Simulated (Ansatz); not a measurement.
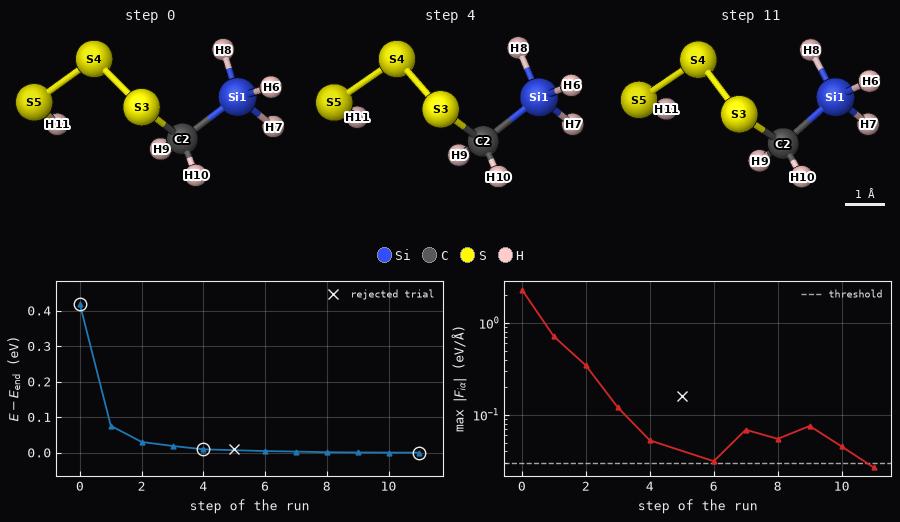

Frames of a relaxation of CH6S3Si (coarse preliminary run), marked on the history of the run. The picture is a ball-and-stick view, seen face on.

The start comes from a force field.

These are results of Ansatz, RKS PBE-D4/def2-SVP, not measurements. (force threshold 0.03 eV/Å; at most 200 steps)

> Describe the path.

The atom that moves furthest after the best rigid fit is H11 (0.55 Å). Largest moves by element: H 0.55 Å, S 0.28 Å, C 0.21 Å, Si 0.12 Å. Among the contacts that change: S4–S5 2.022 → 2.114 Å, Si1–C2 1.815 → 1.905 Å, Si1–H8 1.434 → 1.501 Å, C2–H9 1.049 → 1.110 Å. Bond angles that change, for instance: H6–Si1–H7 103.8° → 109.3°, Si1–C2–S3 108.7° → 113.7°, C2–Si1–H6 113.4° → 109.0°. Over 10 accepted moves (11 points after the start) the energy falls by 0.417 eV. Largest force component: 2.3 eV/Å at the start, 0.027 eV/Å at the end. The line search rejected the trial step at point 5 of the run. Cost: 19 s on 4 threads of Arm Neoverse V1 (shared host). From step 0 to 4: H11 moves most (0.27 Å), energy −0.408 eV. From step 4 to 11: H11 moves most (0.33 Å), energy −0.009 eV.

```
step  E − E(0), eV  largest force component, eV/Å      note
   0        0.0000                         2.3024          
   1       -0.3419                         0.7130          
   2       -0.3874                         0.3447          
   3       -0.3987                         0.1205          
   4       -0.4082                         0.0527          
   5       -0.4080                         0.1597  rejected
   6       -0.4131                         0.0313          
   7       -0.4145                         0.0688          
   8       -0.4164                         0.0548          
   9       -0.4170                         0.0757          
  10       -0.4173                         0.0452          
  11       -0.4175                         0.0268
```
